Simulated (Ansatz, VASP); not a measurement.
# ZnGe: VASP beside Ansatz

Aim: how closely do two programs agree when they are given the same cell, functional and k mesh? The cell is invented: As first built, before any earlier steps moved the atoms (in the runner's words): it takes the TiZn structure with some of its atoms replaced by other elements, volume scaled by an estimate. It may not be a known or stable phase. The cell is taken from a series of VASP runs on this material, whose earlier steps may have relaxed, scaled or displaced it; both programs get it as it stands. Valence electrons are named where the data sets of a main pair hold unlike numbers.

Main program and level: Ansatz 0.2.0; plane waves, with VASP 6.6.1 beside it; band structure at PBEsol, band structure at RPBE and band structure at PBE, spin-orbit coupling.

## (1) The structure

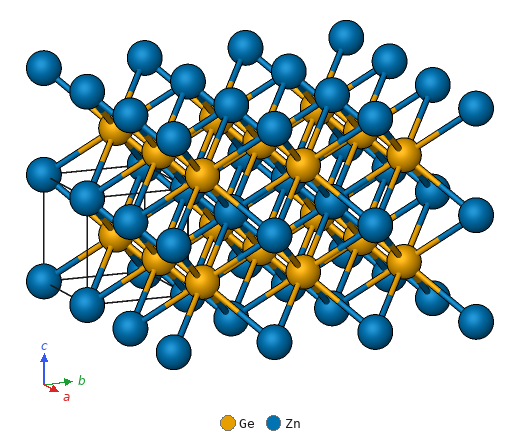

The starting structure, seen slightly off an axis (germanium orange, zinc blue). 3×3×2 cells are drawn. Some periodic images of atoms are drawn too.

Structure file:

```cif
data_structure
_symmetry_space_group_name_H-M 'P 1'
_symmetry_Int_Tables_number 1
_cell_length_a 3.2898
_cell_length_b 3.2898
_cell_length_c 3.2898
_cell_angle_alpha 90.000
_cell_angle_beta 90.000
_cell_angle_gamma 90.000
_cell_volume 35.60
loop_
_atom_site_label
_atom_site_type_symbol
_atom_site_fract_x
_atom_site_fract_y
_atom_site_fract_z
_atom_site_occupancy
Ge1 Ge 0.50000 0.50000 0.50000 1
Zn2 Zn 0.00000 0.00000 0.00000 1
```

## (2) Ansatz: band structure, PBEsol

Ansatz runs on its default PAW (the set named soft_2) files.

With cell and atoms fixed, the geometry can't cause a difference; cores, projectors, grids and the points listed under the comparison can.

File input.yaml:

```yaml
crystal:
  lattice:
    - [3.2898053742, 0.0, 0.0]
    - [0.0, 3.2898053742, 0.0]
    - [0.0, 0.0, 3.2898053742]
  atoms:
    - { symbol: Ge, position: [0.5, 0.5, 0.5] }
    - { symbol: Zn, position: [0.0, 0.0, 0.0] }
hamiltonian:
  xc: pbesol
  pseudopotentials: { kind: paw }
kpoints:
  mp_grid: { grid: [4, 4, 4] }
  band_path:
    path:
      - [0.0, 0.0, 0.0]
      - [0.0, 0.1, 0.0]
      - [0.0, 0.2, 0.0]
      - [0.0, 0.3, 0.0]
      - [0.0, 0.43333, 0.0]
      - [0.0, 0.5, 0.0]
      - [0.1, 0.5, 0.0]
      - [0.2, 0.5, 0.0]
      - [0.33333, 0.5, 0.0]
      - [0.43333, 0.5, 0.0]
      - [0.5, 0.5, 0.0]
      - [0.36667, 0.36667, 0.0]
      - [0.26667, 0.26667, 0.0]
      - [0.16667, 0.16667, 0.0]
      - [0.06667, 0.06667, 0.0]
      - [0.03333, 0.03333, 0.03333]
      - [0.13333, 0.13333, 0.13333]
      - [0.23333, 0.23333, 0.23333]
      - [0.33333, 0.33333, 0.33333]
      - [0.46667, 0.46667, 0.46667]
      - [0.46667, 0.5, 0.46667]
      - [0.36667, 0.5, 0.36667]
      - [0.23333, 0.5, 0.23333]
      - [0.13333, 0.5, 0.13333]
      - [0.03333, 0.5, 0.03333]
      - [0.5, 0.5, 0.03333]
      - [0.5, 0.5, 0.16667]
      - [0.5, 0.5, 0.26667]
      - [0.5, 0.5, 0.36667]
      - [0.5, 0.5, 0.5]
    npoints: 1
scf:
  occupations: { method: gaussian, width: 0.02 }
  n_extra_bands: 7
output:
  forces: true
  stress: true
  eigenvalues: true
```

Started as:

```bash
$ ansatz run input.yaml --threads 2 --pin off --max-ram 4608MiB --backend cpu --events-out ev --progress --plain --runs-dir out
```

Numbers of over 12 decimals in the logs are rounded to 6 here.

The program printed:

```text
scf.n_extra_bands = 7 over 13 filled bands (N_el = 26.0): the run solves 20 bands
Engine: ansatz 0.2.0, aarch64-unknown-linux-gnu
Pseudopotentials: kind: paw
Pseudopotential: Ge, paw, valence charge 14, recommended cutoff 420 eV (normal), Ge.paw.azcp
Pseudopotential: Zn, paw, valence charge 12, recommended cutoff 420 eV (normal), Zn.paw.azcp
Functional definition: PBEsol
  exchange = pbesol_x
  correlation = pbesol_c
Crystal: 2 atoms, lattice volume = 35.605 Å³
Basis set: ecut = 420 eV, 739 PW (Γ), exchange–correlation on 48×48×48 points (8 copies of the dense FFT grid, shifted against one another)
Bands: 20, of which v1, the nominal top of the filled ones, is band 13 counted from 1 (12 counted from 0)
Symmetry: 48 space group operations
Space group: Pm-3m (ITA 221), of the structure as read, at distance tolerance 3.3e-5 Å
k-points: 10 of 64
Non-local potential: Ge, projectors of the file, l = 0: 2, l = 1: 2, l = 2: 3, l = 3: 1
Non-local potential: Zn, projectors of the file, l = 0: 2, l = 1: 2, l = 2: 3, l = 3: 1
PAW form: soft (Blöchl's): semilocal exchange-correlation on the pseudo side does not see the compensation charge
PAW frozen core: Ge, regenerated for the run's functional, and the local potential with it (the file was generated under x = pbe(κ = 0.804, μ = 0.219515), c = pbe(β = 0.066725))
PAW frozen core: Zn, regenerated for the run's functional, and the local potential with it (the file was generated under x = pbe(κ = 0.804, μ = 0.219515), c = pbe(β = 0.066725))
PAW one-centre angular grid: Ge, 590 points (default); XC on 64 Gauss nodes
PAW one-centre angular grid: Zn, 590 points (default); XC on 64 Gauss nodes
Initial density: superposition of atomic densities (neutral atoms: chi_scale 0, normalization atom), corrected by the library's trained network
Initial wavefunctions: pseudopotential atomic-orbital guess
Functional: x = pbesol(κ = 0.804, μ = 0.123457), c = pbesol(β = 0.046)
SCF iter   1: F=—  HF=-7534.023161 eV  |F-HF|=—  |Δ(HF+E_count)|=         —  Δρ=2.09e-3  dr2=1.87e-3  ethr=1.77e-3  ⟨swp⟩=6.0  Hψ=977  notcnv=0
preconditioner: auto → none  [insulator: Δε(μ)=0.164 eV  Ē_g=21.069 eV  σ=0.020 eV  W_gap=0.58  n_scr=6 (ndim 8)  ℏωp=31.7 eV  f_vac=0.000  D(μ)=10.35/eV (n_scr^D=250)  ε∞_Penn≈3.3]
SCF iter   2: F=—  HF=-7534.022136 eV  |F-HF|=—  |Δ(HF+E_count)|=   1.03e-3  Δρ=1.89e-3  dr2=5.75e-4  ethr=7.20e-6  ⟨swp⟩=2.4  Hψ=466  notcnv=0  defer=20
SCF iter   3: F=—  HF=-7534.021883 eV  |F-HF|=—  |Δ(HF+E_count)|=   2.53e-4  Δρ=3.81e-4  dr2=4.36e-5  ethr=2.21e-6  ⟨swp⟩=2.0  Hψ=284  notcnv=0  defer=20
SCF iter   4: F=—  HF=-7534.021860 eV  |F-HF|=—  |Δ(HF+E_count)|=   2.30e-5  Δρ=1.68e-4  dr2=3.69e-6  ethr=1.68e-7  ⟨swp⟩=2.3  Hψ=255  notcnv=0  defer=20
iter 5 did not close the SCF: its close was put off for the readings that it lacked (scf_convergence_deferred on its scf_iter line)
SCF iter   5: F=-7534.021860 eV  HF=-7534.021860 eV  |F-HF|=6.56e-9  |Δ(HF+E_count)|=   2.06e-7  Δρ=1.48e-5  dr2=2.48e-8  ethr=1.42e-8  ⟨swp⟩=1.8  Hψ=246  notcnv=0  defer=20
SCF iter   6: F=-7534.021860 eV  HF=-7534.021860 eV  |F-HF|=1.55e-9  |Δ(HF+E_count)|=   1.17e-8  Δρ=2.54e-6  dr2=1.65e-9  ethr=9.54e-11  ⟨swp⟩=5.6  Hψ=865  notcnv=0
SCF 1 converged in 6 iterations: F = -7534.021860 eV  dr2 = 1.65e-9
  greatest PAW one-centre occupation: 0.998 electrons in one spin orbital (limit 2), on the Ge atom at site 0 (counted from 0), in its partial waves of l = 2
NSCF: frozen V_eff on 30 k-points
SCF converged after 6 iterations
Free energy (F): -7534.021860 eV
Harris-Foulkes:  -7534.021860 eV  (|F-HF|=1.55e-9)
Internal energy: -7534.019790 eV  (E = F + TS)
E sigma→0 (E₀):  -7534.020825 eV
Entropy (-TS):   -0.002069 eV (-1.035 meV/atom)
Fermi energy:    9.750658 eV
--- Per-component energies (eV) ---
  E_band       = -80.277154
  E_kinetic    = 240.509425
  E_local      = -3726.706797  (includes V_loc(G=0)·N_el)
  E_nonlocal   = 1030.484399
  E_hartree    = 1596.354389
  E_xc         = -210.364518
  E_vxc        = -116.658178  (∫ρ·V_xc dr)
  E_paw        = -3765.083506  (= ΣΔE_a)
  E_vpaw       = -700.612529  (= ΣTr[D̂ρ^β])
  E_aug_tail   = -0.000012  (compensation charges beyond the density's cutoff)
  E_ewald      = -2700.928461
  E_core_change = 1.715291  (= ΣΔE_core)
  E_smearing   = -0.002069  (= −TS)
  E_closure    = 0.000000  (closes the sum)
  Σ components = -7534.021860   (vs F -7534.021860, Δ=0.00e0)
--- Forces (eV/Å), atoms counted from 1 ---
  atom   1  Ge     0.00000000    -0.00000000     0.00000000
  atom   2  Zn    -0.00000000     0.00000000     0.00000000
  max |Σ_I F_I| component: 2.86e-29 eV/Å
--- Stress (GPa, compression-positive) ---
       -4.538283      -0.000000       0.000000
       -0.000000      -4.538283       0.000000
        0.000000       0.000000      -4.538283
  P = ⅓ Tr σ = -4.5383 GPa (-45.383 kbar)
--- Band table (eV; the first three rows and the last of 10) ---
  k-point 0: bands = [... 9 lower, 3.1820, 3.1820, 11.5577, 11.5577, 11.5577, 12.1698, 16.3543, 16.3543, ... 3 higher]
  k-point 1: bands = [... 9 lower, 3.0989, 3.1867, 6.8443, 12.4956, 12.4956, 14.0893, 17.0110, 20.0407, ... 3 higher]
  k-point 2: bands = [... 9 lower, 3.0203, 3.1914, 4.0860, 14.2202, 14.2202, 15.9401, 16.9501, 17.0811, ... 3 higher]
  k-point 9: bands = [... 9 lower, 3.3235, 4.9083, 9.5844, 9.5844, 9.5844, 11.1449, 11.1449, 11.1449, ... 3 higher]
```

Elapsed: 1.4 s, on 2 threads of Arm Neoverse N1, shared host; peak memory 0.28 GiB; 2.3 s of CPU time.

## (3) VASP: band structure, PBEsol

The same cell, functional, mesh and smearing now go to VASP, with its own data sets.

Lines of VASP's logs that name or quote its potential files are left out, and so is its time.

File INCAR:

```
SYSTEM = ZnGe
PREC = Accurate
ENCUT = 410
EDIFF = 1E-06
NELM = 100
ISMEAR = 0
SIGMA = 0.02
LREAL = .FALSE.
ALGO = Normal
GGA = PS
LORBIT = 11
LWAVE = .FALSE.
LCHARG = .FALSE.
KPAR = 4
```

File POSCAR:

```
ZnGe
1.0
    3.2898053742      0.0000000000      0.0000000000
    0.0000000000      3.2898053742      0.0000000000
    0.0000000000      0.0000000000      3.2898053742
Ge Zn
1 1
Direct
    0.5000000000      0.5000000000      0.5000000000
    0.0000000000      0.0000000000      0.0000000000
```

File KPOINTS:

```
Automatic mesh
0
Gamma
4 4 4
0 0 0
```

File KPOINTS_OPT:

```
Line mode
16
Line-mode
Reciprocal
  0.00000000   0.00000000   0.00000000 GAMMA
  0.00000000   0.50000000   0.00000000 X

  0.00000000   0.50000000   0.00000000 X
  0.50000000   0.50000000   0.00000000 M

  0.50000000   0.50000000   0.00000000 M
  0.00000000   0.00000000   0.00000000 GAMMA

  0.00000000   0.00000000   0.00000000 GAMMA
  0.50000000   0.50000000   0.50000000 R

  0.50000000   0.50000000   0.50000000 R
  0.00000000   0.50000000   0.00000000 X

  0.50000000   0.50000000   0.00000000 M
  0.50000000   0.50000000   0.50000000 R
```

Potentials, in the order of the species: Ge_d and Zn (PBE family, release 64).

Started as:

```bash
$ mpirun -np 4 vasp_std
```

The program printed:

```text
[banner, memory and clock lines left out]
running    4 mpi-ranks, on    1 nodes
 distrk:  each k-point on    1 cores,    4 groups
 distr:  one band on    1 cores,    1 groups

 POSCAR found type information on POSCAR GeZn
 POSCAR found :  2 types and       2 ions
|                                                                             |
|               ----> ADVICE to this user running VASP <----                  |
|                                                                             |
|     You enforced a specific xc type in the INCAR file but a different       |
|     [... a line on the potential file left out ...]
|     I HOPE YOU KNOW WHAT YOU ARE DOING!                                     |
|                                                                             |

 LDA part: xc-table for (Slater+PW92), standard interpolation
 POSCAR, INCAR and KPOINTS ok, starting setup
 FFT: planning ... GRIDC
 FFT: planning ... GRID_SOFT
 FFT: planning ... GRID
 WAVECAR not read
 entering main loop
       N       E                     dE             d eps       ncg     rms          rms(c)
DAV:   1     0.111395570734E+03    0.11140E+03   -0.12332E+04   348   0.329E+03
DAV:   2     0.429826748503E+01   -0.10710E+03   -0.10590E+03   340   0.399E+02
DAV:   3    -0.613631437941E+01   -0.10435E+02   -0.10407E+02   399   0.108E+02
DAV:   4    -0.634733167887E+01   -0.21102E+00   -0.21095E+00   371   0.156E+01
DAV:   5    -0.635024910191E+01   -0.29174E-02   -0.29172E-02   426   0.193E+00    0.292E+00
DAV:   6    -0.616184153469E+01    0.18841E+00   -0.10804E+00   369   0.199E+01    0.251E+00
DAV:   7    -0.614779164172E+01    0.14050E-01   -0.85391E-02   361   0.419E+00    0.117E+00
DAV:   8    -0.614174386287E+01    0.60478E-02   -0.98619E-03   437   0.133E+00    0.141E-01
DAV:   9    -0.614155043279E+01    0.19343E-03   -0.91536E-04   463   0.509E-01    0.383E-02
DAV:  10    -0.614153882693E+01    0.11606E-04   -0.19265E-04   394   0.169E-01    0.116E-02
DAV:  11    -0.614153719576E+01    0.16312E-05   -0.15752E-05   498   0.642E-02    0.542E-03
DAV:  12    -0.614153776080E+01   -0.56504E-06   -0.18797E-06   266   0.119E-02
   1 F= -.61415378E+01 E0= -.61405031E+01  d E =-.206938E-02
 Start KPOINTS_OPT (optional k-point list driver)
k-point batch [1-10\96]
       N       E                     dE             ncg
DAV:   1    -0.895060803723E+03   -0.24870E+04      340
DAV:   2    -0.208027237462E+04   -0.11852E+04      348
DAV:   3    -0.220301109377E+04   -0.12274E+03      346
DAV:   4    -0.220539364329E+04   -0.23825E+01      376
DAV:   5    -0.220542264553E+04   -0.29002E-01      355
DAV:   6    -0.220542334082E+04   -0.69530E-03      384
DAV:   7    -0.220542336540E+04   -0.24578E-04      356
DAV:   8    -0.220542336641E+04   -0.10142E-05      282
DAV:   9    -0.220542336649E+04   -0.74097E-07      188
[...]
k-point batch [91-96\96]
       N       E                     dE             ncg
DAV:   1     0.349544996406E+04   -0.70848E+04      213
DAV:   2     0.285266669967E+04   -0.64278E+03      204
DAV:   3     0.279351019130E+04   -0.59157E+02      228
DAV:   4     0.279231238693E+04   -0.11978E+01      238
DAV:   5     0.279229699444E+04   -0.15392E-01      214
DAV:   6     0.279229667416E+04   -0.32028E-03      247
DAV:   7     0.279229666524E+04   -0.89236E-05      212
DAV:   8     0.279229666492E+04   -0.31570E-06      128
```

Parts of OUTCAR (step 3):

```text
ion  position               nearest neighbor table
   1  0.500  0.500  0.500-   2 2.85   2 2.85   2 2.85   2 2.85   2 2.85   2 2.85   2 2.85   2 2.85

  LATTYP: Found a simple cubic cell.
 ALAT       =     3.2898053742

 Subroutine GETGRP returns: Found 48 space group operations
 (whereof 48 operations were pure point group operations)

The static configuration has the point symmetry O_h .

 Found     10 irreducible k-points:

   k-points           NKPTS =     10   k-points in BZ     NKDIM =     10   number of bands    NBANDS=     17

   dimension x,y,z NGX =    24 NGY =   24 NGZ =   24
   dimension x,y,z NGXF=    48 NGYF=   48 NGZF=   48

   ENCUT  =  410.0 eV  30.13 Ry    5.49 a.u.   5.43  5.43  5.43*2*pi/ulx,y,z

   NELECT =      26.0000    total number of electrons

 k-points in reciprocal lattice and weights: Automatic mesh
   0.00000000  0.00000000  0.00000000       0.016
   0.25000000  0.00000000  0.00000000       0.094
   0.50000000  0.00000000  0.00000000       0.047
   0.25000000  0.25000000  0.00000000       0.188
   0.50000000  0.25000000  0.00000000       0.188
   0.50000000  0.50000000  0.00000000       0.047
   0.25000000  0.25000000  0.25000000       0.125
   0.50000000  0.25000000  0.25000000       0.188
   0.50000000  0.50000000  0.25000000       0.094
   0.50000000  0.50000000  0.50000000       0.016

 average (electrostatic) potential at core
       1 -74.3848       2 -34.8158

 E-fermi :   4.0779

 k-point     1 :       0.0000    0.0000    0.0000
  band No.  band energies     occupation
    ...
      7      -2.8091      2.00000
      8      -2.8091      2.00000
      9      -2.4919      2.00000
     10      -2.4919      2.00000
     11      -2.4919      2.00000
     12       5.8877      0.00000
     13       5.8877      0.00000
     14       5.8877      0.00000
     15       6.4950      0.00000
     16      10.6996      0.00000
    ...

 k-point     2 :       0.2500    0.0000    0.0000
  band No.  band energies     occupation
    ...
      8      -2.7558      2.00000
      9      -2.5748      2.00000
     10      -2.5748      2.00000
     11      -2.4870      2.00000
     12       1.1691      2.00000
     13       6.8243      0.00000
     14       6.8243      0.00000
     15       8.4165      0.00000
     16      11.3652      0.00000
     17      14.4276      0.00000

 k-point     3 :       0.5000    0.0000    0.0000
  band No.  band energies     occupation
    ...
      8      -2.7641      2.00000
      9      -2.6536      2.00000
     10      -2.6536      2.00000
     11      -2.4824      2.00000
     12      -1.5896      2.00000
     13       8.5446      0.00000
     14       8.5446      0.00000
     15      10.2742      0.00000
     16      11.2747      0.00000
     17      11.4244      0.00000

  Total       -1.0913042     -1.0913042     -1.0913042     -0.0000000      0.0000000     -0.0000000
  in kB      -49.1072719    -49.1072719    -49.1072719     -0.0000000      0.0000000     -0.0000000
  external PRESSURE =     -49.1072719 kB  Pullay stress =       0.0000000 kB

  energy-cutoff  :      410.00
  volume of cell :       35.60
      direct lattice vectors                 reciprocal lattice vectors
     3.289805374  0.000000000  0.000000000     0.303969350  0.000000000  0.000000000
     0.000000000  3.289805374  0.000000000     0.000000000  0.303969350  0.000000000
     0.000000000  0.000000000  3.289805374     0.000000000  0.000000000  0.303969350

 POSITION                                       TOTAL-FORCE (eV/Angst)
 -----------------------------------------------------------------------------------
      1.64490      1.64490      1.64490         0.000000      0.000000      0.000000
      0.00000      0.00000      0.00000         0.000000      0.000000      0.000000
 -----------------------------------------------------------------------------------
    total drift:                                0.000000      0.000000     -0.000000

  FREE ENERGIE OF THE ION-ELECTRON SYSTEM (eV)
  ---------------------------------------------------
  free  energy   TOTEN  =        -6.1415377608 eV

  energy  without entropy=       -6.1394683771  energy(sigma->0) =       -6.14050307

 total charge
# of ion       s       p       d       tot
------------------------------------------
    1        1.263   0.914  10.011  12.188
    2        0.605   0.336   9.744  10.685
--------------------------------------------------
tot          1.868   1.249  19.756  22.873

[... 3 further parts left out ...]
```

At this level the cell is under a tension of 4.9 GPa, so at these settings it is away from equilibrium.

## (4) Comparison

Known differences besides the potentials themselves: the cutoff is 420 eV in Ansatz and 410 eV in VASP; Ansatz makes its cores anew for this functional, VASP keeps those of its PBE data sets; VASP leaves aspherical gradient terms in its spheres out (LASPH is not set), Ansatz keeps them. Total energies have different zeros and are not compared.

Both answers:

| quantity | Ansatz | VASP | difference |
| --- | --- | --- | --- |
| pressure (GPa) | -4.54 | -4.91 | +0.37 |
| pressure without Ansatz's Pulay correction (GPa) | -4.60 | -4.91 | +0.31 |

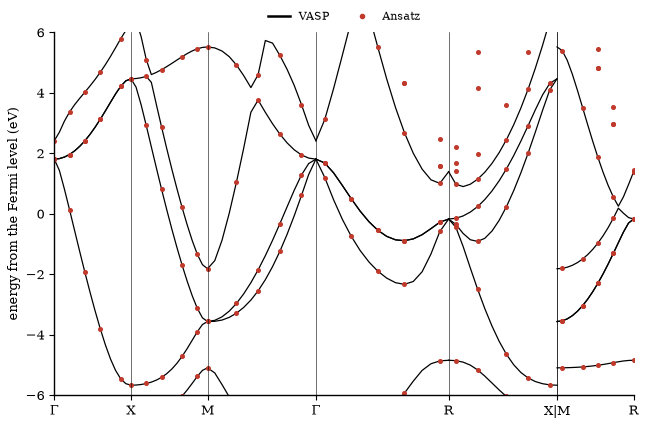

Bands from VASP (lines) and levels from Ansatz (dots). Dots without a line are higher empty bands that the VASP plot leaves out.

Levels from 3 eV below to 2 eV above the Fermi level differ by 3 meV r.m.s. and 5 meV at most; each VASP level is matched to the nearest of Ansatz, which flatters the figure a little. Ansatz's pressure holds a Pulay correction of 0.06 GPa; VASP's holds none.

## (5) Ansatz: band structure, RPBE

A single point gives forces, pressure and levels at one fixed geometry, so differences don't come from the geometry; what else differs is listed under the comparison.

The cell is taken from a series of VASP runs on this material, whose earlier steps may have relaxed, scaled or displaced it; both programs get it as it stands.

Changes to input.yaml since step 2:

```diff
@@ -9,3 +9,3 @@
 hamiltonian:
-  xc: pbesol
+  xc: rpbe
   pseudopotentials: { kind: paw }
```

Started as:

```bash
$ ansatz run input.yaml --threads 2 --pin off --max-ram 4608MiB --backend cpu --events-out ev --progress --plain --runs-dir out
```

The program printed:

```text
[...]
Crystal: 2 atoms, lattice volume = 35.605 Å³
Basis set: ecut = 420 eV, 739 PW (Γ), exchange–correlation on 48×48×48 points (8 copies of the dense FFT grid, shifted against one another)
Bands: 20, of which v1, the nominal top of the filled ones, is band 13 counted from 1 (12 counted from 0)
Symmetry: 48 space group operations
[...]
k-points: 10 of 64
[...]
k-point 0: bands = [... 9 lower, 3.4564, 3.4564, 11.8578, 11.8578, 11.8578, 12.5766, 16.5852, 16.5852, ... 3 higher]
  k-point 1: bands = [... 9 lower, 3.3740, 3.4611, 7.1536, 12.7946, 12.7946, 14.4497, 17.2421, 20.3921, ... 3 higher]
  k-point 2: bands = [... 9 lower, 3.2960, 3.4658, 4.3749, 14.5124, 14.5124, 16.2980, 17.3164, 17.4106, ... 3 higher]
  k-point 9: bands = [... 9 lower, 3.5945, 5.2424, 9.8449, 9.8449, 9.8449, 11.4459, 11.4459, 11.4459, ... 3 higher]
[key lines of the parts left out:]
SCF converged after 6 iterations
Free energy (F): -7624.773533 eV
Fermi energy:    10.058666 eV
P = ⅓ Tr σ = 1.5352 GPa (15.352 kbar)
```

Wall time 1.5 s (2 threads); peak memory 0.28 GiB; 2.4 s of CPU time.

(Continued in part 2 of 2.)

[Lines on the potential files, build, host, timing and source positions are cut from VASP's logs without a mark.]

[Logs are printed without paths, hosts, clocks, repeated set-up lines and the standing remarks that a program may print on its own settings, such as how far it seeks lower states.]

[Hosts, paths, dates, database ids (printed as entryN), source tags and the programs' standing remarks are cut or masked in the printed files.]
